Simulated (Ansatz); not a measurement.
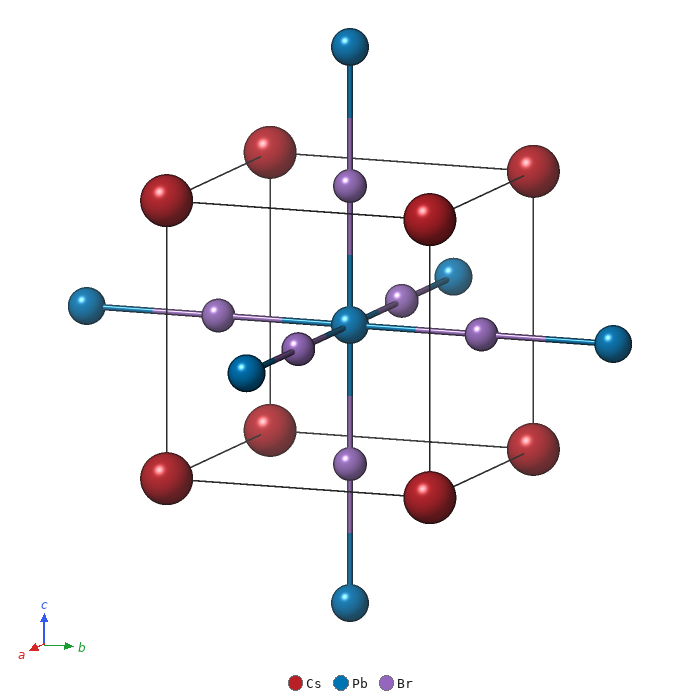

CsPbBr₃ (space group Pm-3m, No. 221): a calculation's input that goes back to an entry of the Crystallography Open Database (an earlier step may have relaxed or displaced it).

Bonds are taken as Br–Pb below 3.3 Å; Cs is left out of the net, as the electropositive filling of the structure; no other contact counts. Simplification: prune 0- and 1-connected atoms, fold 2-connected ones into links.

What kind of net remains, and which atoms are its nodes?

A uninodal 6-connected, three-periodic net: Pb is a 6-connected node. Br becomes part of the edges.

Which named net is it?

It is the pcu net, known from NaCl, ReO3 and the B-X framework of perovskite.

Is the net interpenetrated?

It is a single net, without interpenetration.

How many nodes does the smallest cycle have?

Four.
